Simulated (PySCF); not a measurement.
Al(OH)2(OEt), SMILES CC[O][Al]([OH])[OH] (C₂H₇AlO₃) at its PBE0/def2-SVP optimised geometry (Å):

```
13

Al    -0.2130     0.9293     0.0000
O     -1.0567     2.4005     0.0000
H     -2.0132     2.4579     0.0091
O      1.4835     0.9293     0.0000
H      2.0132     1.7278    -0.0027
O     -1.0650    -0.5307     0.0022
C     -0.7534    -1.8852     0.1266
C      0.0556    -2.1823     1.3746
H     -1.6985    -2.4579     0.1508
H     -0.1990    -2.2393    -0.7642
H     -0.4942    -1.8655     2.2752
H      0.2665    -3.2594     1.4650
H      1.0188    -1.6470     1.3501
```

Method: PBE0/def2-TZVP (PySCF 2.14.0). Cells within 0.4 Å of a nucleus heavier than hydrogen are left out (blank, or x).

Map of the log10 of the electron density (e/bohr³), floored at −4 on the plane z = 1.5 Å:

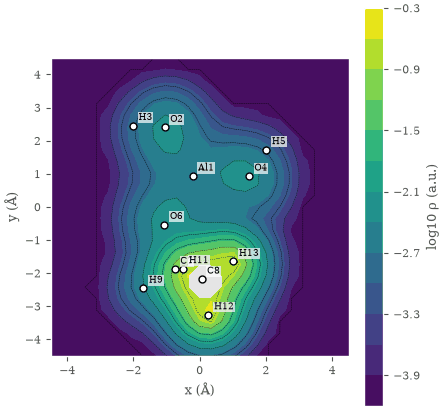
Fig. 1. Log10 of the electron density (e/bohr³), floored at −4 on the plane z = 1.5 Å.
